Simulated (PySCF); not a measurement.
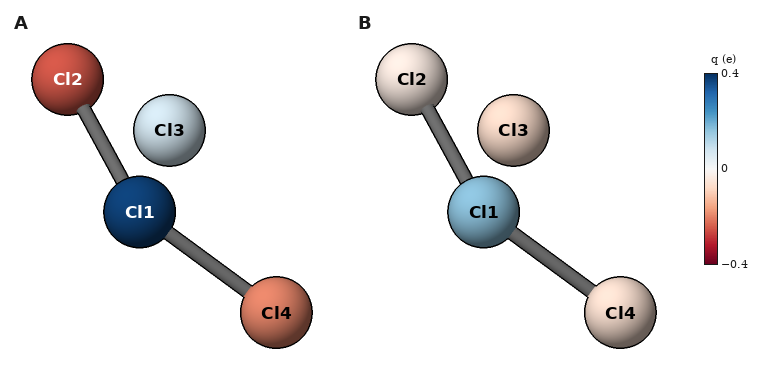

Atomic charges of one calculation by 2 schemes, on one colour scale. State: neutral, triplet. The computed structure is the end point of a PBE0/def2-SVP optimisation. Method: PBE0/def2-SVP (PySCF 2.14.0).

The schemes are Mulliken, atomic polar tensor. Which panel shows which?

A atomic polar tensor, B Mulliken.

List the charges (e), one line for each set of equivalent atoms. Atoms whose distances differ by more than 0.02 Å in this geometry are listed apart.

| atom | atomic polar tensor | Mulliken |
| --- | --- | --- |
| Cl1 | 0.37 | 0.16 |
| Cl2 | −0.25 | −0.03 |
| Cl3 | 0.07 | −0.07 |
| Cl4 | −0.19 | −0.06 |

This isn't the lowest structure that the search found: a triplet minimum of C2v symmetry lies 42 kJ/mol lower at the level of the geometry.
